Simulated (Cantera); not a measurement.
A closed system holds: 1 mol PbCl2, 3 mol H2, equilibrated at 4.50e-6 bar.

These are equilibrium values from Cantera (NASA tables, ideal gas, pure condensed phases), not measurements of a reactor. Candidate condensed phases: Pb, PbCl2; 10 gas species. The tables' values for PbCl4 are old estimates; treat these amounts as uncertain. Equilibrium is a limit: real reactors are often held back by kinetics, nucleation or transport.

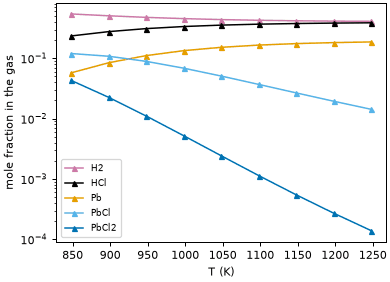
Fig. 1. Equilibrium gas composition (values under 1e-9 drawn at 1e-9)

From 848 K to 1248 K nothing is condensed. The main Pb-bearing gas is PbCl at 848 K and Pb at 1248 K.
